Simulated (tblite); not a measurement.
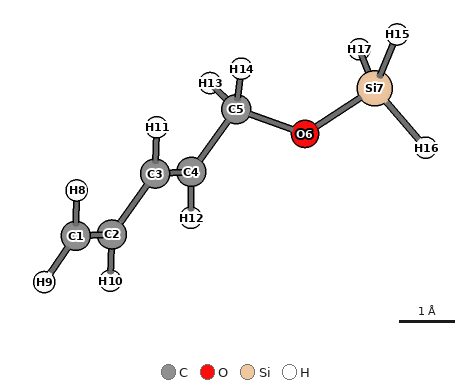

Fig. 1: The structure (ball-and-stick view, seen at a tilt; atoms are numbered from 1 in the order of the input). Bond lengths as drawn: C–C 1.33 to 1.49 Å, C–H 1.08 to 1.10 Å, C–O 1.40 Å, H–Si 1.45 to 1.47 Å and O–Si 1.62 Å.

# Run report: C$_{5}$H$_{10}$OSi, frequency calculation

- system: C$_{5}$H$_{10}$OSi
- method: GFN2-xTB harmonic vibrations, gas phase (tblite 0.8.0)

It belongs to a series of runs on one base structure; here: constitutional isomer.

Input file:
```
{"job": {"kind": "ir", "xc": "GFN2-xTB", "basis": "xTB"}, "charge": 0, "multiplicity": 1}
C     -3.813645     0.235118    -0.013320
C     -2.658473    -0.150329     0.518955
C     -1.399964    -0.111158    -0.190328
C     -0.239421    -0.497405     0.336062
C      1.068627    -0.460179    -0.385850
O      2.023953     0.190828     0.404534
Si     3.562991     0.556390     0.067531
H     -3.873343     0.599031    -1.026155
H     -4.736729     0.203215     0.539135
H     -2.621246    -0.511332     1.538403
H     -1.435825     0.250031    -1.210677
H     -0.184063    -0.849021     1.357190
H      1.409239    -1.487267    -0.589055
H      0.961235     0.054861    -1.348525
H      3.660838     1.391988    -1.134260
H      3.908182     1.249797     1.295850
H      4.360645    -0.652538    -0.169400
```

The first line tells a small driver script what to run in tblite; the rest is the geometry in Å.

Hardware: 1 CPU thread, shared host.

Launched with:
```bash
OMP_NUM_THREADS=1 python <driver script> task.json out
```

What the program printed:
```
mode    cm-1     km/mol
  1      25.0      0.18
  2      46.6      0.98
  3     105.9      0.19
  4     138.5      0.40
  5     159.7      0.92
  6     198.9      2.20
  7     222.5      2.55
  8     328.2      0.19
  9     431.8      0.31
 10     505.7      1.08
 11     600.6     69.66
 12     621.1     17.54
 13     632.2     52.75
 14     744.9    223.23
 15     769.2      9.38
 16     799.7    269.12
 17     836.5     47.79
 18     848.7    410.72
 19     885.9     15.96
 20     927.1      2.97
 21     966.3      6.32
 22     985.6      1.18
 23    1034.4     36.08
 24    1098.4     69.18
 25    1141.4    221.61
 26    1171.0     16.35
 27    1204.5      4.67
 28    1240.1      6.06
 29    1276.8      1.73
 30    1295.1      1.76
 31    1340.7     15.17
 32    1412.1      0.49
 33    1468.3      0.44
 34    1666.7      1.41
 35    1684.1      2.42
 36    2203.5    408.90
 37    2238.8    210.60
 38    2358.5    257.77
 39    2846.4     56.19
 40    2904.7     47.03
 41    3049.3      7.18
 42    3062.2     30.88
 43    3075.9     52.68
 44    3100.2     23.23
 45    3131.7     48.07
```

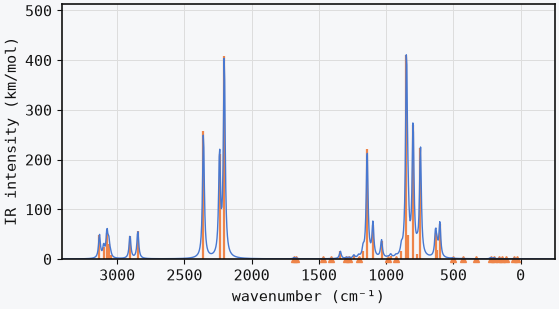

Fig. 2: Harmonic infrared spectrum, unscaled: sticks (degenerate modes added up, dark ones marked on the axis) with a Lorentzian envelope of 16 cm⁻¹ full width, scaled to the tallest stick. 45 modes from 25 to 3132 cm⁻¹, none imaginary. The strongest line is at 849 cm⁻¹ (411 km/mol).

Results in brief:

- outcome: converged
- total energy: −587.5645 eV
- zero-point energy: 81.1790 kcal/mol
- wall time: 0.9 s
- peak memory: 0.18 GiB
